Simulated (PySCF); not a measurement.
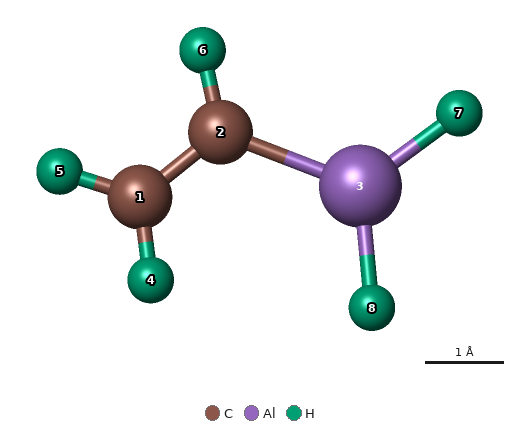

*The structure (ball-and-stick view, seen on its broad side; atoms are numbered from 1 in the order of the input). Sticks mark near contacts.*

Bond lengths as drawn: Al–C 1.94 Å, Al–H 1.59 Å, C–C 1.34 Å and C–H 1.09 Å.

# Excited-state calculation of C2H5Al

C2H5Al, computed with TDDFT (MN12-SX)/cc-pV(D+d)Z, RKS, sfX2C (PySCF 2.14.0).

The geometry comes from this level: PBE0-D4/def2-TZVP.

The program's output
```
converged SCF energy = -321.913895064034
E = -321.9138950640 Eh
Excitation energies (eV)
[4.87745593 5.12637708 5.54662989 6.85123249 7.37047759 7.55986731
 7.63930329 7.65527043 7.92283776 8.10106394]

** Singlet excitation energies and oscillator strengths **
state   eV      nm      f
  1    4.8775    254.2   0.00150
  2    5.1264    241.9   0.00001
  3    5.5466    223.5   0.12738
  4    6.8512    181.0   0.00379
  5    7.3705    168.2   0.00772
  6    7.5599    164.0   0.00244
  7    7.6393    162.3   0.08773
  8    7.6553    162.0   0.26829
  9    7.9228    156.5   0.00836
 10    8.1011    153.0   0.00059
```

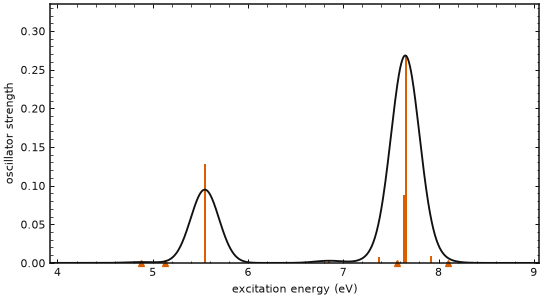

*Computed excitations as sticks (degenerate states added up, dark ones marked on the axis), with a Gaussian envelope of 0.35 eV full width at half maximum, scaled to the tallest.*

Of the 10 states the lowest lies at 4.88 eV (f = 0.002); the strongest line is at 7.66 eV, or 162 nm (f = 0.268).

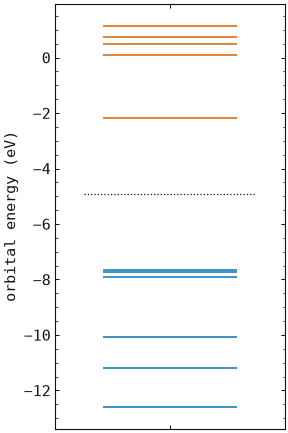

*Orbital energies near the frontier; the dotted line parts filled from empty levels, and levels within 0.02 eV of each other stand side by side.*

Highest filled −7.67 eV, lowest empty −2.16 eV, 5.51 eV apart.

This output came from the following input.

Input (run.py)
```python
from pyscf import gto, dft, tdscf

molecule = gto.M(
    atom='start.xyz',
    basis='cc-pv(d+d)z',
    max_memory=1860,
    spin=0,
    verbose=3,
)

ks = dft.RKS(molecule, xc='mn12-sx')
ks = ks.x2c()
ks.kernel()

energy = ks.e_tot
print('E = %.10f Eh' % energy)

td = tdscf.TDDFT(ks)
td.nstates = 10
td.kernel()
td.analyze()
roots = td.e * 27.211386
osc = td.oscillator_strength()
print('state   eV      nm      f')
for i, (w, f) in enumerate(zip(roots, osc), 1):
    print('%3d %9.4f %8.1f %9.5f' % (i, w, 1239.842 / w, f))
```

File start.xyz
```
8
C2H5Al
C     -1.029900     0.829200    -0.357000
C      0.199000     0.651000     0.138100
Al     0.930800    -1.139300     0.262000
H     -1.636900    -0.008600    -0.695500
H     -1.495000     1.809300    -0.451900
H      0.735600     1.546100     0.452700
H      2.384000    -1.417900     0.837700
H      0.004400    -2.327000    -0.241900
```

Launch command:
```bash
OMP_NUM_THREADS=1 python run.py
```

Summary

- outcome: converged
- total energy: −321.913895 hartree
- basis functions: 76
- HOMO: −7.67 eV
- LUMO: −2.16 eV
- dipole moment: 0.76 D
- lowest excitation: 4.88 eV
- hardware: 1 thread of Arm Neoverse V1, 24 GiB of memory available, shared host
- wall time: 6.2 min
- peak memory: 0.63 GiB
